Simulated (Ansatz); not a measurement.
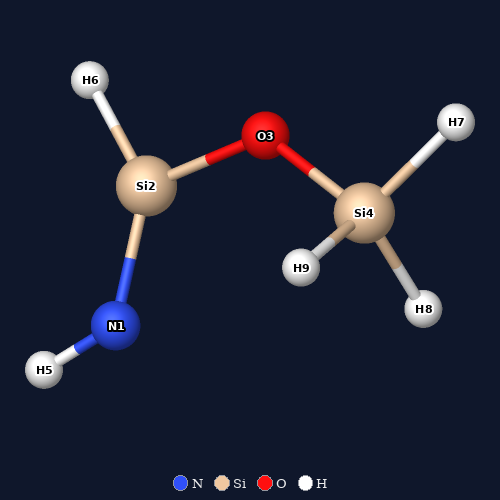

The system is H5NOSi2, SMILES N=[SiH]O[SiH3]; the picture shows the reference structure. 
- The first coordinate is: angle H5–N1–Si2; the second: dihedral H5–N1–Si2–O3.
- Nothing is relaxed (all other coordinates rigid).
- The grid has 13 × 12 points.
- Energies: eV, counted from the lowest grid point.
- The dihedral twists a double bond; near 90° a spin-restricted reference is unreliable.
- Method: Ansatz 0.2.0, RKS SPW92 (LDA)/def2-TZVP.

Its coordinates:

```xyz
9

N    -1.7071    0.9181   -0.2271
Si   -0.3388    1.3045    0.4661
O     0.8653    0.2315    0.4326
Si    0.8699   -1.2863   -0.2570
H    -2.5475    1.4903   -0.2844
H     0.1701    2.4964    1.2014
H     2.2304   -1.8402    0.0055
H     0.6287   -1.1759   -1.7250
H    -0.1710   -2.1384    0.3879
```

Range: angle H5–N1–Si2 from 82.0 to 172.0°; dihedral H5–N1–Si2–O3 from −180 to 150°.

Question: What landscape does the calculation give?

Answer: The lowest grid point is at angle H5–N1–Si2 = 127.0°, dihedral H5–N1–Si2–O3 = −180°. A higher local minimum lies near angle H5–N1–Si2 = 127.0°, dihedral H5–N1–Si2–O3 = 0° (0.20 eV above the lowest at that grid point). The highest grid point, angle H5–N1–Si2 = 82.0°, dihedral H5–N1–Si2–O3 = 90°, lies 1.24 eV above the lowest. Round the minimum the two coordinates are nearly uncoupled.

| dihedral H5–N1–Si2–O3 ↓, angle H5–N1–Si2 → | 82.0 | 89.5 | 97.0 | 104.5 | 112.0 | 119.5 | 127.0 | 134.5 | 142.0 | 149.5 | 157.0 | 164.5 | 172.0 |
| --- | --- | --- | --- | --- | --- | --- | --- | --- | --- | --- | --- | --- | --- |
| 150 | 0.76 | 0.53 | 0.36 | 0.24 | 0.16 | 0.11 | 0.09 | 0.08 | 0.09 | 0.11 | 0.13 | 0.15 | 0.18 |
| 120 | 1.05 | 0.83 | 0.65 | 0.52 | 0.42 | 0.34 | 0.28 | 0.24 | 0.21 | 0.20 | 0.19 | 0.19 | 0.19 |
| 90 | 1.24 | 1.02 | 0.85 | 0.71 | 0.60 | 0.50 | 0.42 | 0.36 | 0.31 | 0.27 | 0.24 | 0.22 | 0.20 |
| 60 | 1.10 | 0.89 | 0.73 | 0.61 | 0.52 | 0.45 | 0.39 | 0.34 | 0.30 | 0.27 | 0.25 | 0.23 | 0.21 |
| 30 | 0.87 | 0.65 | 0.50 | 0.40 | 0.33 | 0.29 | 0.26 | 0.25 | 0.24 | 0.24 | 0.24 | 0.23 | 0.22 |
| 0 | 0.79 | 0.57 | 0.41 | 0.31 | 0.25 | 0.21 | 0.20 | 0.20 | 0.21 | 0.22 | 0.22 | 0.22 | 0.22 |
| −30 | 0.87 | 0.65 | 0.50 | 0.40 | 0.33 | 0.29 | 0.26 | 0.25 | 0.24 | 0.24 | 0.23 | 0.23 | 0.22 |
| −60 | 1.10 | 0.89 | 0.73 | 0.61 | 0.52 | 0.45 | 0.39 | 0.34 | 0.30 | 0.27 | 0.25 | 0.23 | 0.21 |
| −90 | 1.24 | 1.02 | 0.85 | 0.71 | 0.60 | 0.50 | 0.42 | 0.36 | 0.31 | 0.27 | 0.24 | 0.22 | 0.20 |
| −120 | 1.05 | 0.83 | 0.65 | 0.52 | 0.42 | 0.34 | 0.28 | 0.24 | 0.21 | 0.20 | 0.19 | 0.19 | 0.19 |
| −150 | 0.76 | 0.53 | 0.36 | 0.24 | 0.16 | 0.11 | 0.09 | 0.08 | 0.09 | 0.11 | 0.13 | 0.15 | 0.18 |
| −180 | 0.63 | 0.40 | 0.23 | 0.12 | 0.05 | 0.01 | 0.00 | 0.01 | 0.03 | 0.07 | 0.10 | 0.14 | 0.17 |

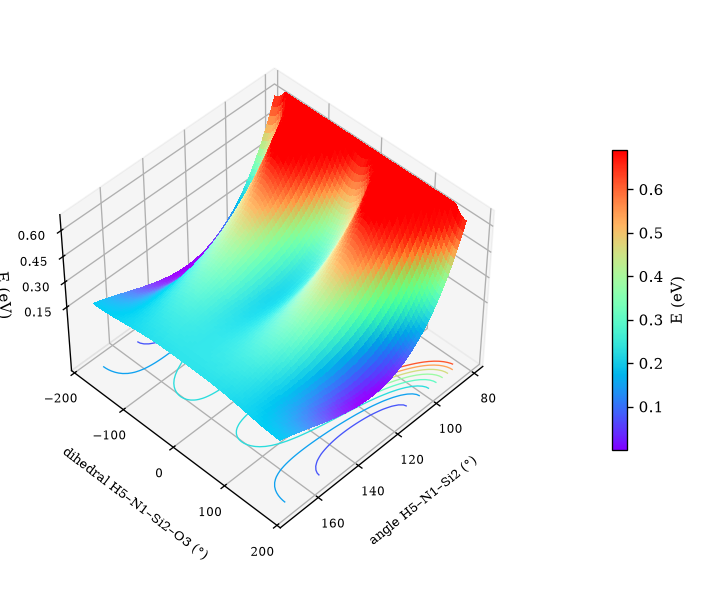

In the figure: a relief with its contours projected below, any walls above the top of the colour scale cut off. Between grid points the surface is interpolated.

Each point was launched as `ansatz run input.yaml --threads 1 --pin off --max-ram 2560MiB --backend cpu --events-out ev --progress --plain --runs-dir out`. The whole map (156 points run) took 7.6 min on 1 thread of Arm Neoverse V2 (shared host).
